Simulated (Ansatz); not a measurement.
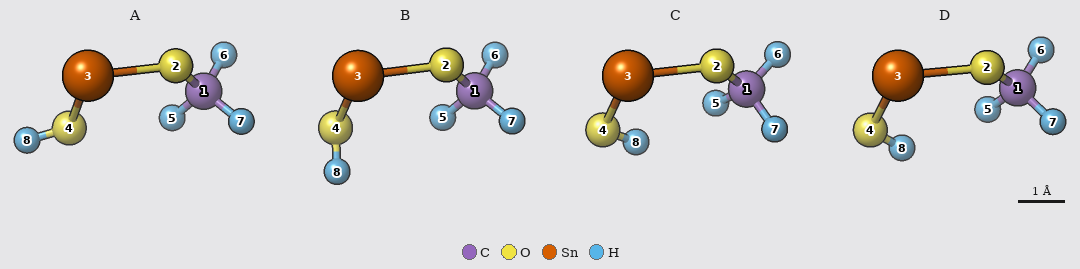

4 geometries from a converged minimum-energy path of CH$_{4}$O$_{2}$Sn, shuffled. Style: ball-and-stick. Shown from a free direction.

The calculation used RKS PBE-D4/def2-SVP in Ansatz 0.2.0. Run with 5 movable images; climbing image; force threshold 0.03 eV/Å; iteration limit 60; starting path through a guess of the saddle point.

**Which frame is the top of the path?**

B. In order along the path, whose images run from 0 to 6: C (image 0, 0.0 kJ/mol), D (image 2, +0.7 kJ/mol), B (image 4, +16.1 kJ/mol), A (image 6, +1.5 kJ/mol). The motion is a rotation about the Sn3–O4 bond by about 175°. No bond forms or breaks between the ends. Among the angles between lasting bonds that change up to the highest image: Sn3–O4–H8 114.1° → 118.7°, C1–O2–Sn3 127.1° → 124.5°.
